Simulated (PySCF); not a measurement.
Molecule: H5O7Si2, SMILES O[Si](O)(O[Si]([O])(O)O)O, doublet. Atoms near the plane z = 0.0 Å, at the PBE0/def2-SVP optimised geometry (x, y, z in Å): Si6 (-0.3, -0.4, 0.0), O7 (-0.8, 1.2, 0.0), O8 (1.3, -0.4, 0.0), H12 (-1.7, 1.3, 0.4), H13 (1.7, 0.3, 0.5).

Level of theory: unrestricted PBE0/def2-TZVP run with PySCF 2.14.0. Cells within 0.4 Å of a nucleus heavier than hydrogen are left out (blank, or x). The values are rescaled to run from 0 to 1.

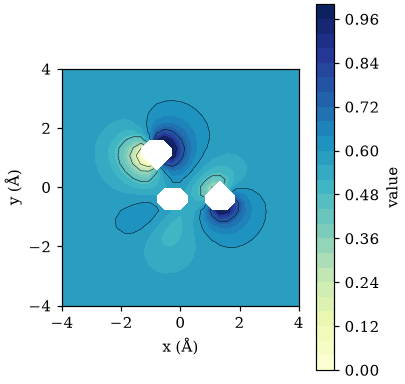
Figure. a field on the plane z = 0.0 Å.

### Question
Which quantity is mapped?
A. Laplacian of the electron density
B. deformation density (molecule minus spherical neutral atoms)
C. an orbital amplitude
D. spin density

### Answer
C, an orbital amplitude. In full: HOMO amplitude (α) (bohr^(-3/2)).
